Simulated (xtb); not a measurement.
# Run report: HfH3SO2F, geometry relaxation (part 1 of 3)

HfH3SO2F, computed with GFN2-xTB (xtb 6.7.1 later snapshot).

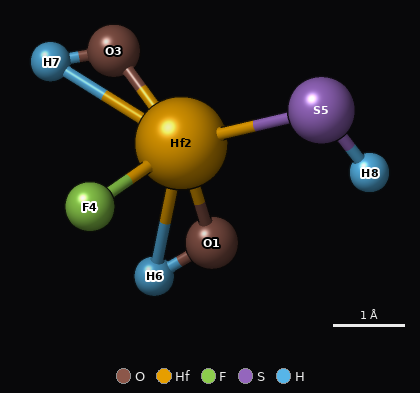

Fig. 1: The starting structure (ball-and-stick view, seen at a tilt; atoms are numbered from 1 in the order of the input). Sticks mark near contacts. Bond lengths as drawn: F–Hf 1.82 Å, Hf–O 1.75 to 1.81 Å, Hf–S 2.39 Å, H–Hf 2.29 to 2.35 Å, H–O 0.91 to 0.99 Å and H–S 1.28 Å.

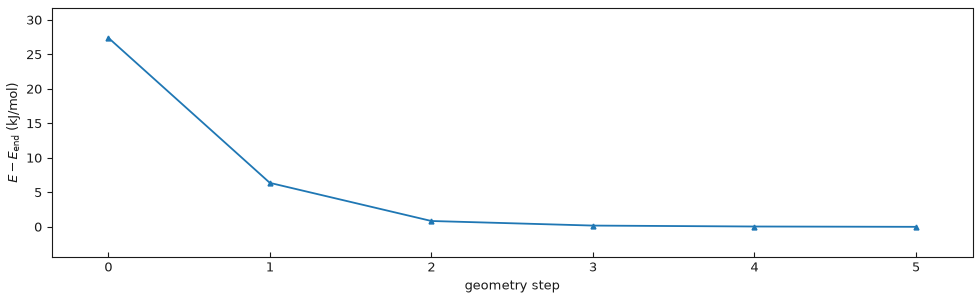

Fig. 2: Progress of the relaxation, step by step (steps are counted from 0).

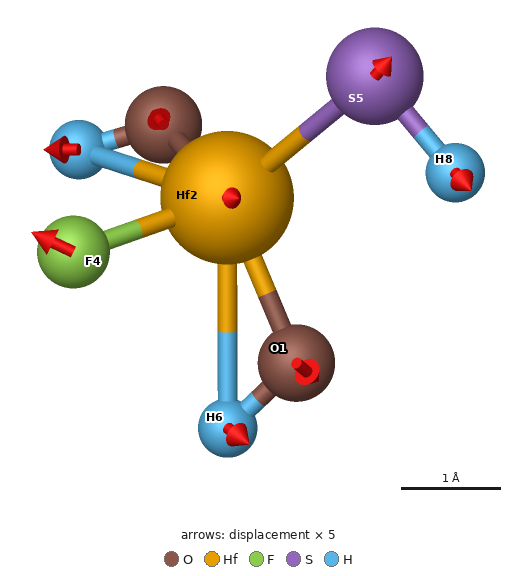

Fig. 3: The starting structure with the displacements as red arrows, magnified 5 times (ball-and-stick view, seen at a tilt). The two geometries are laid on each other by the best rigid fit. The energy falls by 27.4 kJ/mol in 5 geometry steps. The largest move after the best rigid fit is that of F4, 0.095 Å. By element the largest moves are F 0.095 Å, O 0.094 Å, H 0.079 Å, S 0.057 Å, Hf 0.047 Å. Among the contacts that change: Hf2–H7 2.290 → 2.405 Å, Hf2–O3 1.754 → 1.860 Å, Hf2–F4 1.817 → 1.884 Å, S5–H8 1.276 → 1.337 Å. Among the angles that change: O1–Hf2–F4 93.7° → 97.5°, F4–Hf2–H7 79.0° → 75.3°, O1–Hf2–O3 120.2° → 116.5°. (Atoms are counted from 1 in the order of the input.)

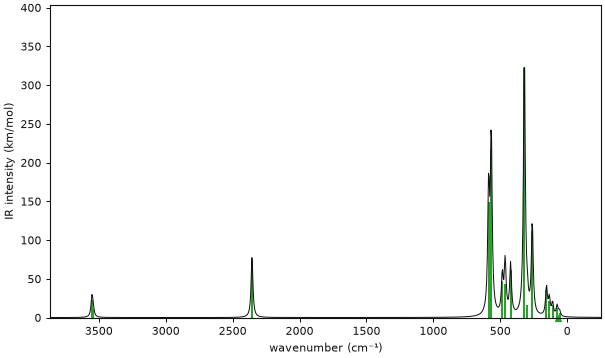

Fig. 4: Harmonic infrared spectrum, unscaled: sticks (degenerate modes added up, dark ones marked on the axis) with a Lorentzian envelope of 16 cm⁻¹ full width, scaled to the tallest stick. 18 modes from 57 to 3552 cm⁻¹, none imaginary. The strongest line is at 320 cm⁻¹ (323 km/mol).

The input that produced these results follows, with the program's output.

**The input (mol.xyz)**
```
8
FH3HfO2S
O     -0.85898000    -1.28507000    -0.16303000
Hf     0.13154000     0.21345000     0.08573000
O     -0.02723000     1.13896000     1.56734000
F      1.64714000    -0.70934000     0.47468000
S      0.08493000     1.32165000    -2.03268000
H     -0.63525000    -1.96496000     0.52460000
H      0.45773000     0.81390000     2.27104000
H     -0.71717000     0.47420000    -2.54897000
```

Command:
```bash
xtb mol.xyz --chrg 0 --uhf 0 --ohess loose --gfn 2 | tee mol.out
```

**The program's output**
```
* xtb version 6.7.1
   ID    Z sym.   atoms
    1    8 O      1, 3
    2   72 Hf     2
    3    9 F      4
    4   16 S      5
    5    1 H      6-8

           -------------------------------------------------
          |                Calculation Setup                |
           -------------------------------------------------

          program call               : xtb mol.xyz --chrg 0 --uhf 0 --ohess loose --gfn 2
          coordinate file            : mol.xyz
          omp threads                :                     1

           -------------------------------------------------
          |                 G F N 2 - x T B                 |
           -------------------------------------------------

      * Hamiltonian:
        H0-scaling (s, p, d)           1.850000    2.230000    2.230000
        zeta-weighting                 0.500000
      * Dispersion:
        s8                             2.700000
        a1                             0.520000
        a2                             5.000000
        s9                             5.000000
      * Repulsion:
        kExp                           1.500000    1.000000
        rExp                           1.000000
      * Coulomb:
        alpha                          2.000000
        third order                    shell-resolved
        anisotropic                    true
        a3                             3.000000
        a5                             4.000000
        cn-shift                       1.200000
        cn-exp                         4.000000
        max-rad                        5.000000

          ...................................................
          :                      SETUP                      :
          :.................................................:
          :  # basis functions                  35          :
          :  # atomic orbitals                  33          :
          :  # shells                           15          :
          :  # electrons                        32          :
          :  max. iterations                   250          :
          :  Hamiltonian                  GFN2-xTB          :
          :  restarted?                      false          :
          :  GBSA solvation                  false          :
          :  PC potential                    false          :
          :  electronic temp.          300.0000000     K    :
          :  accuracy                    1.0000000          :
          :  -> integral cutoff          0.2500000E+02      :
          :  -> integral neglect         0.1000000E-07      :
          :  -> SCF convergence          0.1000000E-05 Eh   :
          :  -> wf. convergence          0.1000000E-03 e    :
          :  Broyden damping             0.4000000          :
          :  net charge                          0          :
          :  unpaired electrons                  0          :
          ...................................................

 iter      E             dE          RMSdq      gap      omega  full diag
   1     -7.3045995 -0.730460E+01  0.317E+01    0.13       0.0  T
   2    -15.8320604 -0.852746E+01  0.268E+01    6.07       1.0  T
   3    -17.5277386 -0.169568E+01  0.167E+01    6.59       1.0  T
   4    -19.0860478 -0.155831E+01  0.926E+00    4.39       1.0  T
   5    -18.7559698  0.330078E+00  0.963E+00    5.62       1.0  T
   6    -19.3240178 -0.568048E+00  0.453E+00    3.11       1.0  T
   7    -19.3454786 -0.214609E-01  0.408E+00    3.09       1.0  T
   8    -19.3536726 -0.819396E-02  0.265E+00    2.12       1.0  T
   9    -19.3450326  0.864005E-02  0.299E+00    2.01       1.0  T
  10    -19.3640057 -0.189731E-01  0.149E+00    2.45       1.0  T
  11    -19.3837831 -0.197774E-01  0.491E-01    3.22       1.0  T
  12    -19.3824127  0.137045E-02  0.608E-01    3.30       1.0  T
  13    -19.3844500 -0.203731E-02  0.297E-01    3.15       1.0  T
  14    -19.3846105 -0.160509E-03  0.103E-01    3.09       1.0  T
  15    -19.3846065  0.393641E-05  0.548E-02    3.09       1.0  T
  16    -19.3846131 -0.660827E-05  0.628E-03    3.08       5.6  T
  17    -19.3846131  0.356785E-09  0.274E-03    3.08      12.9  T
  18    -19.3846131  0.756052E-07  0.284E-03    3.08      12.5  T
  19    -19.3846131 -0.761528E-07  0.116E-03    3.08      30.5  T
  20    -19.3846132 -0.659051E-08  0.182E-04    3.08     193.8  T
  21    -19.3846132 -0.516351E-10  0.228E-05    3.08    1548.5  T

   *** convergence criteria satisfied after 21 iterations ***

         #    Occupation            Energy/Eh            Energy/eV
      -------------------------------------------------------------
         1        2.0000           -0.8574176             -23.3315
       ...           ...                  ...                  ...
        10        2.0000           -0.5002419             -13.6123
        11        2.0000           -0.4846712             -13.1886
        12        2.0000           -0.4800969             -13.0641
        13        2.0000           -0.4697932             -12.7837
        14        2.0000           -0.4632754             -12.6064
        15        2.0000           -0.4187975             -11.3961
        16        2.0000           -0.3954571             -10.7609 (HOMO)
        17                         -0.2824150              -7.6849 (LUMO)
        18                         -0.2782980              -7.5729
        19                         -0.2646852              -7.2024
        20                         -0.2312332              -6.2922
        21                         -0.2211833              -6.0187
       ...                                ...                  ...
        33                          0.8968908              24.4056
      -------------------------------------------------------------
                  HL-Gap            0.1130421 Eh            3.0760 eV
             Fermi-level           -0.3389360 Eh           -9.2229 eV

 SCC (total)                   0 d,  0 h,  0 min,  0.008 sec
 SCC setup                      ...        0 min,  0.000 sec (  0.860%)
 Dispersion                     ...        0 min,  0.000 sec (  0.345%)
 classical contributions        ...        0 min,  0.000 sec (  0.093%)
 integral evaluation            ...        0 min,  0.001 sec ( 11.048%)
 iterations                     ...        0 min,  0.005 sec ( 68.846%)
 molecular gradient             ...        0 min,  0.001 sec ( 17.826%)
 printout                       ...        0 min,  0.000 sec (  0.800%)

         :::::::::::::::::::::::::::::::::::::::::::::::::::::
         ::                     SUMMARY                     ::
         :::::::::::::::::::::::::::::::::::::::::::::::::::::
         :: total energy             -19.283968566605 Eh    ::
         :: gradient norm              0.100371148870 Eh/a0 ::
         :: HOMO-LUMO gap              3.076033144496 eV    ::
         ::.................................................::
         :: SCC energy               -19.384607647218 Eh    ::
         :: -> isotropic ES            0.075165068646 Eh    ::
         :: -> anisotropic ES         -0.007578718860 Eh    ::
         :: -> anisotropic XC         -0.000788211762 Eh    ::
         :: -> dispersion             -0.003982239710 Eh    ::
         :: repulsion energy           0.100639080613 Eh    ::
         :: add. restraining           0.000000000000 Eh    ::
         :: total charge              -0.000000000000 e     ::
         :::::::::::::::::::::::::::::::::::::::::::::::::::::

      -----------------------------------------------------------
     |                   =====================                   |
     |                        A N C O P T                        |
     |                   =====================                   |
     |               Approximate Normal Coordinate               |
     |                Rational Function Optimizer                |
      -----------------------------------------------------------

          ...................................................
          :                      SETUP                      :
          :.................................................:
          :   optimization level             loose          :
          :   max. optcycles                   200          :
          :   ANC micro-cycles                  20          :
          :   degrees of freedom                18          :
          :.................................................:
          :   RF solver                   davidson          :
          :   write xtbopt.log                true          :
          :   linear?                        false          :
          :   energy convergence         0.5000000E-04 Eh   :
          :   grad. convergence          0.4000000E-02 Eh/α :
          :   maximum RF displ.          1.0000000          :
          :   Hlow (freq-cutoff)         0.1000000E-01      :
          :   Hmax (freq-cutoff)         5.0000000          :
          :   S6 in model hess.         20.0000000          :
          ...................................................

generating ANC from exact Hessian ...
Using Lindh-Hessian (1995)
 Shifting diagonal of input Hessian by    9.2319680774767595E-003
 Lowest  eigenvalues of input Hessian
    0.000000    0.000000    0.000000    0.000000    0.000000    0.000000
    0.010000    0.010931    0.012103    0.012635    0.018206    0.025008
    0.031680    0.043785    0.055278    0.071460    0.142077    0.233736
 Highest eigenvalues
    0.611334    0.826796    1.018805    1.041255    1.232515    1.537509

........................................................................
.............................. CYCLE    1 ..............................
........................................................................

 iter      E             dE          RMSdq      gap      omega  full diag
   1    -19.3846132 -0.193846E+02  0.960E-06    3.08       0.0  T
   2    -19.3846132 -0.117240E-12  0.999E-06    3.08    3540.4  T
   3    -19.3846132 -0.849099E-12  0.270E-06    3.08   13080.6  T
     SCC iter.                  ...        0 min,  0.001 sec
     gradient                   ...        0 min,  0.001 sec
 * total energy  :   -19.2839686 Eh     change       -0.2380318E-12 Eh
   gradient norm :     0.1003712 Eh/α   predicted     0.0000000E+00 (-100.00%)
   displ. norm   :     0.1727305 α      lambda       -0.1176570E-01
   maximum displ.:     0.0804209 α      in ANC's #8, #13, #9, ...

........................................................................
.............................. CYCLE    2 ..............................
........................................................................

 iter      E             dE          RMSdq      gap      omega  full diag
   1    -19.3749749 -0.193750E+02  0.708E-01    2.97       0.0  T
   2    -19.3750289 -0.540037E-04  0.411E-01    3.08       1.0  T
   3    -19.3747833  0.245574E-03  0.254E-01    2.99       1.0  T
   4    -19.3750919 -0.308606E-03  0.119E-01    3.10       1.0  T
   5    -19.3751662 -0.742701E-04  0.354E-02    3.07       1.0  T
   6    -19.3751681 -0.185130E-05  0.802E-03    3.07       4.4  T
   7    -19.3751681  0.121439E-07  0.524E-03    3.07       6.8  T
   8    -19.3751681 -0.461556E-07  0.904E-04    3.07      39.1  T
   9    -19.3751681 -0.897657E-09  0.327E-04    3.07     108.2  T
     SCC iter.                  ...        0 min,  0.002 sec
     gradient                   ...        0 min,  0.001 sec
 * total energy  :   -19.2919795 Eh     change       -0.8010962E-02 Eh
   gradient norm :     0.0382965 Eh/α   predicted    -0.6058371E-02 ( -24.37%)
   displ. norm   :     0.1503381 α      lambda       -0.3451487E-02
   maximum displ.:     0.0754781 α      in ANC's #8, #13, #9, ...
```
